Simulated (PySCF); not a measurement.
**C$_{3}$H$_{8}$OSSi: density, localisation and related maps**

Input

```
{"job": {"kind": "nmr", "xc": "PBE", "basis": "pcSseg-1", "every": 2, "pop": false}, "charge": 0, "multiplicity": 1}
O     -1.685569     1.221098     1.687522
S     -1.516827     0.852216     0.278661
C     -1.047611    -0.961345     0.275719
C      0.448456    -1.212953     0.230008
Si     1.208554     0.126150    -0.884494
C      0.140655     1.534121    -0.202765
H     -1.525725    -1.380844     1.159452
H     -1.533509    -1.359917    -0.615429
H      0.642842    -2.232384    -0.101005
H      0.860980    -1.123829     1.236884
H      0.913775    -0.103874    -2.302224
H      2.635169     0.328812    -0.643466
H     -0.059495     2.334684    -0.909465
H      0.546354     1.976415     0.703639
```

Run with:

```sh
OMP_NUM_THREADS=1 python ens_run.py task.json out
```

Geometry: GFN2-xTB, coordinate held.

Method: PBE/pcSseg-1, SCF density, gas phase, non-relativistic (PySCF).

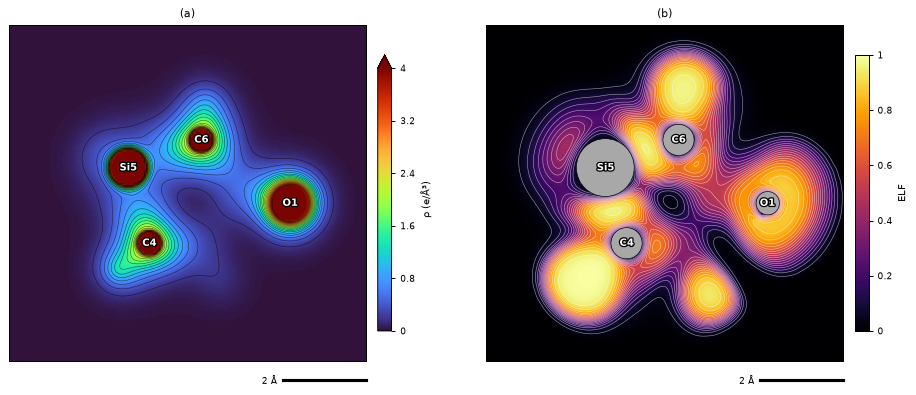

Figure 1. (a) total electron density; (b) ELF on the plane of atoms C4, Si5 and C6. Grey discs cover the atomic cores in the ELF map.

Describe what can be read from this map.

Answer.
- The section cuts through O, C and Si sites.
- C–Si (1.89 Å): ρ at the midpoint is about 0.9 e/Å³; the ELF peaks at about 0.95 between the atoms: a shared electron pair.
- The ELF also peaks beside O1, away from the bonds: lone-pair regions.

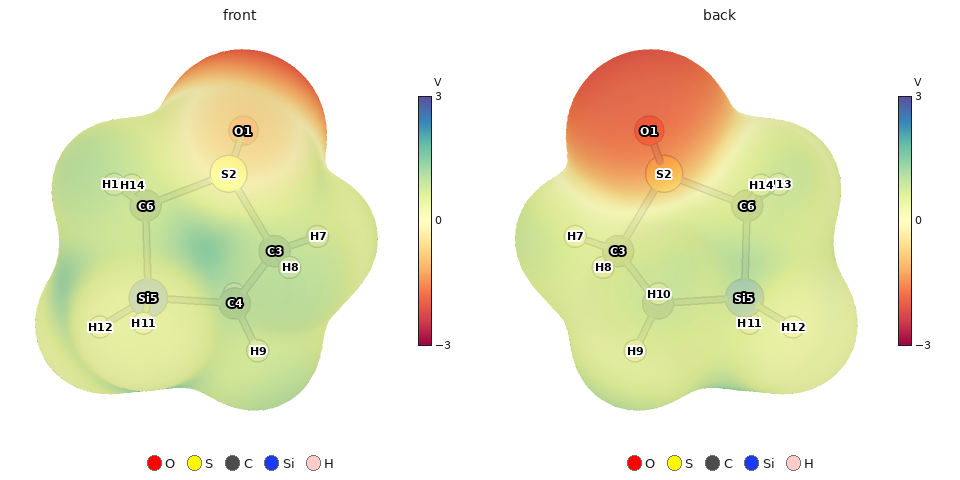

Figure 2. The electrostatic potential painted on the density surface at 0.002 e/bohr³, seen from the front and from behind; red is negative and blue positive.

Describe the electrostatic potential map.

Answer. The most negative region (about −2.0 V) lies over O1, the most positive (about +1.4 V) over S2 and Si5. O1 is the likeliest acceptor of a hydrogen bond.
